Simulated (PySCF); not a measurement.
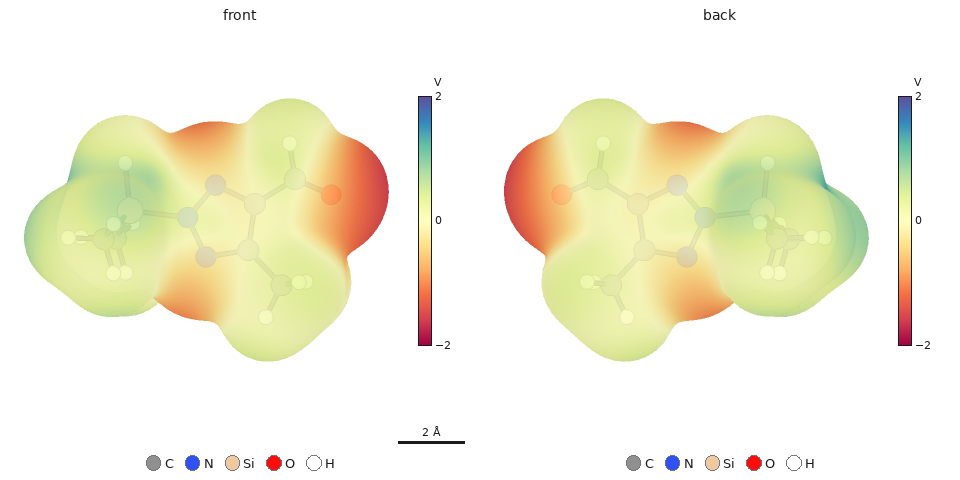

The picture shows: C₆H₁₁N₃OSi (SMILES Cc1nn([SiH](C)C)nc1C=O). The molecular electrostatic potential painted on the density surface at 0.001 e/bohr³, seen from the front and from behind; the colour scale runs from red (negative) to blue (positive).

Geometry: GFN2-xTB.

Method: PySCF 2.14.0, PBE0/pcSseg-1, SCF density, gas phase, non-relativistic.

| atom | x (Å) | y (Å) | z (Å) |
| --- | --- | --- | --- |
| C | 2.7972 | -0.8540 | 1.1524 |
| C | 1.6785 | -0.1891 | 0.4528 |
| N | 0.4070 | -0.5072 | 0.6015 |
| N | -0.2712 | 0.3154 | -0.1907 |
| Si | -2.0485 | 0.2420 | -0.3085 |
| C | -2.6963 | 0.5646 | 1.4442 |
| C | -2.4520 | -1.5079 | -0.9175 |
| N | 0.4807 | 1.1546 | -0.8511 |
| C | 1.7342 | 0.8826 | -0.4831 |
| C | 2.8809 | 1.6010 | -0.9958 |
| O | 4.0290 | 1.3868 | -0.6896 |
| H | 3.3516 | -0.1232 | 1.7392 |
| H | 3.4886 | -1.2757 | 0.4245 |
| H | 2.4176 | -1.6388 | 1.8005 |
| H | -2.3407 | 1.3035 | -1.2707 |
| H | -2.4030 | 1.5490 | 1.7984 |
| H | -3.7795 | 0.5079 | 1.4844 |
| H | -2.2969 | -0.1677 | 2.1415 |
| H | -3.5230 | -1.6670 | -0.9925 |
| H | -2.0209 | -1.6958 | -1.8970 |
| H | -2.0514 | -2.2537 | -0.2354 |
| H | 2.6076 | 2.3921 | -1.7187 |

**Describe the electrostatic potential map.**

The most negative region (about −1.5 V, or −35 kcal/mol for a unit charge) lies over O11, the most positive (about +1.3 V, or +30 kcal/mol for a unit charge) over Si5. O11 is the likeliest acceptor of a hydrogen bond.
